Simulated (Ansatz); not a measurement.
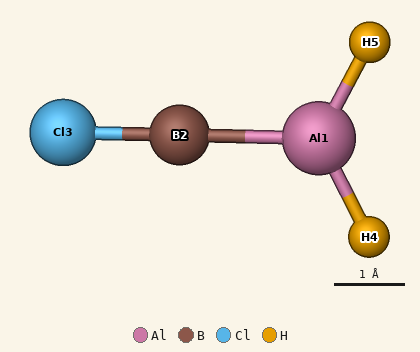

The structure as given in the input (ball-and-stick view, seen at a tilt; atoms are numbered from 1 in the order of the input). Sticks mark near contacts. Bond lengths as drawn: Al–B 2.02 Å, Al–H 1.60 Å and B–Cl 1.69 Å.

# Run report: AlBH2Cl, nudged elastic band

- system: AlBH2Cl, multiplicity 2
- method: UKS LDA/def2-SVP (Ansatz 0.2.0)

One setting was made poor on purpose. It belongs to a series of runs on one base structure; here: band between the two ends. Figures and captions count atoms from 1; the log counts them from 0 in places.

Input:
```yaml
crystal:
  periodic: [false, false, false]
  atoms:
    - { symbol: Al, position_ang: [-0.610173, 0.415309, -0.425063] }
    - { symbol: B, position_ang: [0.83601, -0.565108, 0.583869] }
    - { symbol: Cl, position_ang: [2.043051, -1.387549, 1.425301] }
    - { symbol: H, position_ang: [-1.438924, -0.42348, -1.507083] }
    - { symbol: H, position_ang: [-0.829964, 1.960829, -0.077025] }
magnetization:
  spin_polarized: true
  initial_magnetization: 1
basis:
  gaussian: { orbitals: def2-SVP }
hamiltonian:
  xc: lda
neb:
  order_check: false
  images: 7
  f_tol: 0.05
  max_iterations: 60
  spring: 0.1
  final_atoms:
    - { symbol: Al, position_ang: [-1.07371097, -0.36825205, -0.57283453] }
    - { symbol: B, position_ang: [0.50330699, 0.34577652, 0.51432403] }
    - { symbol: Cl, position_ang: [1.65597809, -0.76064841, 1.24386719] }
    - { symbol: H, position_ang: [-1.64197547, -0.73649369, -2.03242803] }
    - { symbol: H, position_ang: [0.55640135, 1.51961863, 0.84707034] }
  initial_path:
    images:
      - { positions_ang: [[-0.610173, 0.415309, -0.425063], [0.83601, -0.565108, 0.583869], [2.043051, -1.387549, 1.425301], [-1.438924, -0.42348, -1.507083], [-0.829964, 1.960829, -0.077025]] }
      - { positions_ang: [[-0.66811658, 0.41886783, -0.47820054], [0.79519076, -0.45635558, 0.58441461], [1.99205539, -1.2854675, 1.41399124], [-1.48636185, -0.42557581, -1.55253673], [-0.63276773, 1.74853207, 0.03233042]] }
      - { positions_ang: [[-0.72606016, 0.42242667, -0.53133809], [0.75437152, -0.34760317, 0.58496023], [1.94105979, -1.18338601, 1.40268148], [-1.53379969, -0.42767163, -1.59799046], [-0.43557146, 1.53623513, 0.14168583]] }
      - { positions_ang: [[-0.78400374, 0.4259855, -0.58447563], [0.71355228, -0.23885075, 0.58550584], [1.89006418, -1.08130451, 1.39137173], [-1.58123754, -0.42976744, -1.64344419], [-0.23837518, 1.3239382, 0.25104125]] }
      - { positions_ang: [[-0.84194732, 0.42954434, -0.63761317], [0.67273304, -0.13009834, 0.58605146], [1.83906858, -0.97922301, 1.38006197], [-1.62867538, -0.43186325, -1.68889792], [-0.04117891, 1.11164126, 0.36039667]] }
      - { positions_ang: [[-0.89988824, 0.23009524, -0.62141851], [0.63037653, -0.01112962, 0.5681196], [1.79329596, -0.92457936, 1.34601327], [-1.6320004, -0.50802086, -1.77478045], [0.10821615, 1.2136356, 0.48206509]] }
      - { positions_ang: [[-0.95782915, 0.03064614, -0.60522385], [0.58802002, 0.10783909, 0.55018774], [1.74752334, -0.86993571, 1.31196458], [-1.63532542, -0.58417847, -1.86066297], [0.25761122, 1.31562995, 0.60373351]] }
      - { positions_ang: [[-1.01577006, -0.16880295, -0.58902919], [0.54566351, 0.22680781, 0.53225589], [1.70175072, -0.81529206, 1.27791589], [-1.63865045, -0.66033608, -1.9465455], [0.40700628, 1.41762429, 0.72540192]] }
      - { positions_ang: [[-1.07371097, -0.36825205, -0.57283453], [0.50330699, 0.34577652, 0.51432403], [1.65597809, -0.76064841, 1.24386719], [-1.64197547, -0.73649369, -2.03242803], [0.55640135, 1.51961863, 0.84707034]] }
```

Machine: 1 thread of Arm Neoverse V1, 24 GiB of memory available, shared host.

Run as:
```bash
ansatz run input.yaml --threads 1 --pin off --max-ram 2048MiB --backend cpu --events-out ev --progress --plain --runs-dir out
```

The program's output:
```
Engine: ansatz 0.2.0, aarch64-unknown-linux-gnu
Functional definition: SPW92
  exchange = slater_x
  correlation = pw_c
658 factors; their error is unknown
mean field evaluation 1: about -19740.1703 eV, gradient 1.8e1 eV
mean field evaluation 2: about -19737.6675 eV, gradient 2.7e1 eV
mean field evaluation 4: about -19742.6234 eV, gradient 2.3e0 eV
mean field evaluation 8: about -19742.6846 eV, gradient 1.6e-2 eV
mean field evaluation 16: about -19741.6755 eV, gradient 3.6e0 eV
mean field -19742.65163535 eV, -725.5290655493 hartree, gradient 8.8e-5 eV, S^2 0.752100; 2 other end points of the search recorded, 0 dependent functions left out
the calculation of the forces begins
reference -19742.65166811 eV, -725.5290667530 hartree; 19, 18 occupied and 41, 42 virtual orbitals, 658 factors
658 factors; their error is unknown
mean field evaluation 32: about -19743.1733 eV, gradient 6.8e-1 eV
mean field -19743.14504373 eV, -725.5471979728 hartree, gradient 7.5e-6 eV, S^2 0.752369; 1 other end points of the search recorded, 0 dependent functions left out
[... from here on the field's lines of each further geometry are left out, up to the last ...]
NEB iter   1: max|band force component| = 4.754e0 eV/Å  barrier→ = 2.1149 eV  barrier← = 2.6083 eV  Δτ_max = 0.1722 Å  (640 SCF iters)
NEB iter   2: max|band force component| = 2.105e0 eV/Å  barrier→ = 1.1427 eV  barrier← = 1.6361 eV  Δτ_max = 0.2000 Å  (227 SCF iters)
NEB iter   3: max|band force component| = 1.965e0 eV/Å  barrier→ = 0.6224 eV  barrier← = 1.1158 eV  Δτ_max = 0.1941 Å  (226 SCF iters)
NEB iter   4: max|band force component| = 1.694e0 eV/Å  barrier→ = 0.4067 eV  barrier← = 0.9001 eV  Δτ_max = 0.1955 Å  (209 SCF iters)
NEB iter   5: max|band force component| = 5.372e-1 eV/Å  barrier→ = 0.3488 eV  barrier← = 0.8423 eV  Δτ_max = 0.1887 Å  (201 SCF iters)
NEB iter   6: max|band force component| = 8.074e-1 eV/Å  barrier→ = 0.3568 eV  barrier← = 0.8502 eV  Δτ_max = 0.0880 Å  (196 SCF iters)
NEB iter   7: max|band force component| = 3.465e-1 eV/Å  barrier→ = 0.3580 eV  barrier← = 0.8514 eV  CI = image 4  Δτ_max = 0.0944 Å  (196 SCF iters)
NEB iter   8: max|band force component| = 2.362e-1 eV/Å  barrier→ = 0.3571 eV  barrier← = 0.8505 eV  CI = image 4  Δτ_max = 0.0323 Å  (183 SCF iters)
NEB iter   9: max|band force component| = 7.714e-2 eV/Å  barrier→ = 0.3551 eV  barrier← = 0.8485 eV  CI = image 4  Δτ_max = 0.0105 Å  (169 SCF iters)
NEB iter  10: max|band force component| = 2.145e-2 eV/Å  barrier→ = 0.3550 eV  barrier← = 0.8484 eV  CI = image 4  Δτ_max = 0.0183 Å  (391 SCF iters)
the calculation of the forces begins
reference -19742.29696587 eV, -725.5160316864 hartree; 19, 18 occupied and 41, 42 virtual orbitals, 658 factors
658 factors; their error is unknown
mean field evaluation 832: about -19739.0887 eV, gradient 2.1e1 eV
mean field -19742.29693495 eV, -725.5160305499 hartree, gradient 7.2e-5 eV, S^2 0.751790; 1 other end points of the search recorded, 0 dependent functions left out
the calculation of the forces begins
reference -19742.29696587 eV, -725.5160316864 hartree; 19, 18 occupied and 41, 42 virtual orbitals, 658 factors
NEB iter  11: max|band force component| = 4.093e-2 eV/Å  barrier→ = 0.3547 eV  barrier← = 0.8481 eV  CI = image 4  Δτ_max = 0.0000 Å  (55 SCF iters)
```

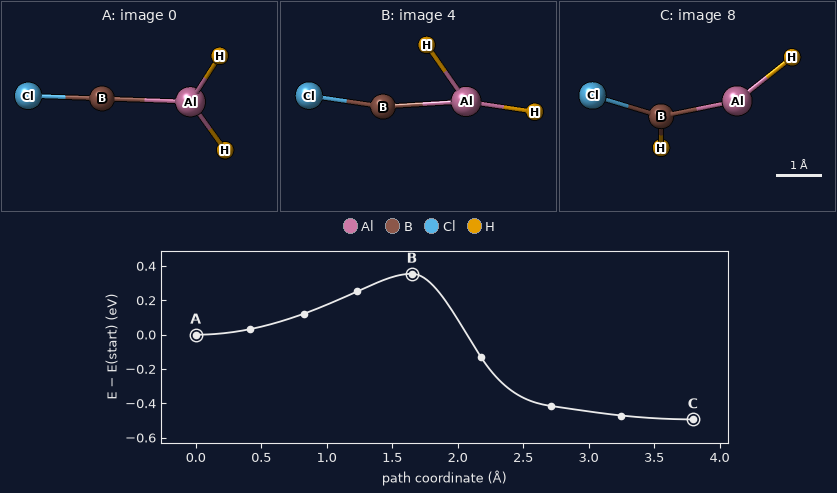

Images of the last band (counted from 0; ball-and-stick, seen at a tilt) above the energy along the path; the line is a cubic interpolation that uses the forces. The highest image is number 4, 0.355 eV above the start and 0.848 eV above the end (the climbing image); the end lies 0.493 eV below the start. The path is 3.80 Å long. The band converged in 11 iterations.

```
Total energy: -19742.29696587 eV, -725.5160316864 hartree
Atom 0 at    -0.666962     0.032640    -0.717683 Å, force    -0.011775    -0.003512    -0.001317 eV/Å
Atom 1 at     0.725708    -0.581966     0.461771 Å, force    -0.010637     0.007576    -0.010004 eV/Å
Atom 2 at     1.986425    -0.647107     1.596342 Å, force     0.019473    -0.006251     0.015239 eV/Å
Atom 3 at    -1.876323     0.022557    -1.731734 Å, force     0.002786     0.000941    -0.003108 eV/Å
Atom 4 at    -0.168848     1.173877     0.391302 Å, force     0.000153     0.001246    -0.000810 eV/Å
Dipole moment:     0.017904    -0.021175    -0.026737 e Å
this run last wrote the band of iteration 11 to [file]; this run last wrote the band within `neb.f_tol` of iteration 10 to [file]
```

The last band as extended XYZ (Å, eV, eV/Å):
```
5
Properties=species:S:1:pos:R:3:forces:R:3 image=0 energy=-19742.65163
Al   -0.6102    0.4153   -0.4251   -0.0098  -0.0037  -0.0112
B     0.8360   -0.5651    0.5839    0.0026  -0.0018   0.0022
Cl    2.0431   -1.3875    1.4253    0.0021  -0.0004   0.0016
H    -1.4389   -0.4235   -1.5071    0.0037   0.0037   0.0050
H    -0.8300    1.9608   -0.0770    0.0014   0.0022   0.0023
5
Properties=species:S:1:pos:R:3:forces:R:3 image=1 energy=-19742.61967
Al   -0.6351    0.3158   -0.4861    0.0069   0.0358   0.0232
B     0.8120   -0.6392    0.5359    0.0095   0.0198   0.0141
Cl    2.0666   -1.1894    1.5179    0.0068  -0.0791  -0.0215
H    -1.5826   -0.3174   -1.6042    0.0437  -0.0407   0.0252
H    -0.6609    1.8302    0.0365   -0.0669   0.0641  -0.0411
5
Properties=species:S:1:pos:R:3:forces:R:3 image=2 energy=-19742.52963
Al   -0.6537    0.2203   -0.5481    0.0055   0.0621   0.0523
B     0.7862   -0.6917    0.4957    0.0218  -0.0013   0.0107
Cl    2.0506   -0.9803    1.5739    0.0271  -0.1321  -0.0207
H    -1.6984   -0.2065   -1.6721    0.0674  -0.0745   0.0270
H    -0.4846    1.6582    0.1506   -0.1219   0.1458  -0.0693
5
Properties=species:S:1:pos:R:3:forces:R:3 image=3 energy=-19742.39983
Al   -0.6629    0.1300   -0.6240   -0.0053   0.0789   0.0886
B     0.7590   -0.6884    0.4731    0.0434  -0.0828  -0.0122
Cl    2.0162   -0.7865    1.5981    0.0338  -0.1187  -0.0107
H    -1.7959   -0.0941   -1.7134    0.0714  -0.0833   0.0093
H    -0.3165    1.4390    0.2663   -0.1433   0.2059  -0.0751
5
Properties=species:S:1:pos:R:3:forces:R:3 image=4 energy=-19742.29693
Al   -0.6670    0.0326   -0.7177   -0.0118  -0.0035  -0.0013
B     0.7257   -0.5820    0.4618   -0.0106   0.0076  -0.0100
Cl    1.9864   -0.6471    1.5963    0.0195  -0.0063   0.0152
H    -1.8763    0.0226   -1.7317    0.0028   0.0009  -0.0031
H    -0.1688    1.1739    0.3913    0.0002   0.0012  -0.0008
5
Properties=species:S:1:pos:R:3:forces:R:3 image=5 energy=-19742.78149
Al   -0.6405   -0.2050   -0.8747    0.0413  -0.6426  -0.4313
B     0.6253   -0.2666    0.5270   -0.2640   0.8850   0.1247
Cl    1.9467   -0.5523    1.5944   -0.1336   0.1101  -0.0703
H    -1.9400    0.0421   -1.7263   -0.1923   0.2618   0.0071
H     0.0085    0.9819    0.4796    0.5486  -0.6143   0.3698
5
Properties=species:S:1:pos:R:3:forces:R:3 image=6 energy=-19743.06709
Al   -0.8422   -0.4884   -0.7353   -0.0133  -0.0355   0.0277
B     0.6009   -0.0051    0.5214   -0.0079   0.0363  -0.0195
Cl    1.8360   -0.5963    1.5825   -0.0258  -0.0269  -0.0355
H    -1.9103   -0.1108   -1.8666    0.0086  -0.0254  -0.0267
H     0.3157    1.2006    0.4980    0.0384   0.0515   0.0540
5
Properties=species:S:1:pos:R:3:forces:R:3 image=7 energy=-19743.12234
Al   -0.9947   -0.4616   -0.6136   -0.0257   0.0091   0.0167
B     0.5641    0.1672    0.5105   -0.0060   0.0197  -0.0018
Cl    1.7697   -0.6698    1.4513   -0.0085  -0.0201  -0.0283
H    -1.7837   -0.4156   -2.0127    0.0174  -0.0350  -0.0189
H     0.4446    1.3799    0.6645    0.0228   0.0263   0.0323
5
Properties=species:S:1:pos:R:3:forces:R:3 image=8 energy=-19743.14504
Al   -1.0737   -0.3683   -0.5728   -0.0091  -0.0052  -0.0023
B     0.5033    0.3458    0.5143   -0.0044  -0.0064   0.0132
Cl    1.6560   -0.7606    1.2439    0.0042   0.0009  -0.0034
H    -1.6420   -0.7365   -2.0324    0.0020   0.0007  -0.0049
H     0.5564    1.5196    0.8471    0.0072   0.0099  -0.0026
```

Summary:

| quantity | value |
| --- | --- |
| outcome | converged |
| barrier, forward | 0.355 eV |
| barrier, backward | 0.848 eV |
| wall time | 87 s |
| peak memory | 0.12 GiB |

Notes:

A deliberately poor setting: spring. The order of the saddle point was not checked.
